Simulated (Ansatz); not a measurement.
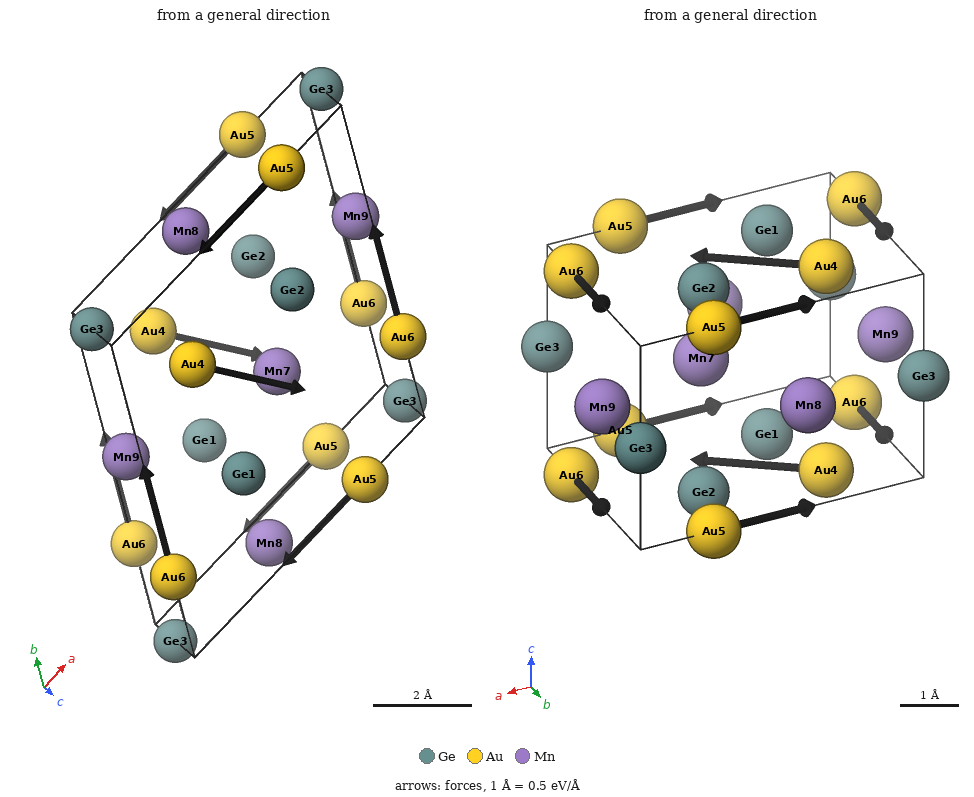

A spheres-only rendering, viewed from two general directions. Lines trace the edges of the simulation cell. The arrows are the computed forces on the atoms.

System: MnGeAu. The calculation used DFT, PAW plane waves, r2SCAN in Ansatz 0.2.0, with plane waves up to 500 eV, k-point mesh 6×6×9, Fermi-Dirac smearing of 0.1 eV, no spin polarisation (a spin-restricted run, not always the ground state).

### Could this be the end point of a relaxation?

No. The atoms still feel forces of up to about 1 eV/Å, far above a usual threshold of 0.01 to 0.03 eV/Å.

### Identify the atom with the maximum force.

All Au atoms, about 1 eV/Å.

The structure is a generated cell, made by putting these elements into a known structure type (the compound may or may not exist in this form); no relaxation was done. A calculation with Ansatz used it as input.
